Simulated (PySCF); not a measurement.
Molecule: C₃H₆OSe, SMILES CC(C[SeH])=O. Atoms near the plane z = 0.8 Å, at the GFN2-xTB optimised geometry (x, y, z in Å): C1 (1.9, -0.5, 0.0), C2 (0.3, -0.5, 0.0), O3 (-0.3, -1.5, 0.0), C4 (-0.3, 0.9, 0.0), Se5 (-2.2, 0.8, 0.3), H6 (2.2, -0.3, 1.0), H7 (2.2, -1.5, -0.3), H9 (0.2, 1.5, 0.8), H11 (-2.2, -0.6, 0.2).

Method: CAM-B3LYP/def2-TZVP (PySCF). The values are rescaled to run from 0 to 1.

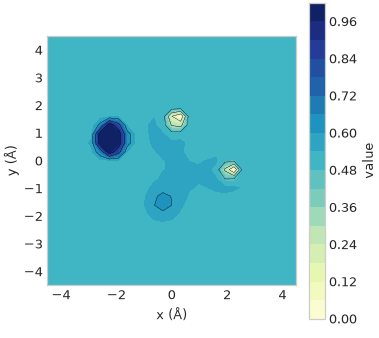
Fig. 1. a field on the plane z = 0.8 Å.

Which quantity is mapped?
A. log10 of the electron density
B. Laplacian of the electron density
C. deformation density (molecule minus spherical neutral atoms)
D. electrostatic potential

B, Laplacian of the electron density. In full: Laplacian of the electron density (e/bohr⁵), clipped to [-1.50, 1.50].
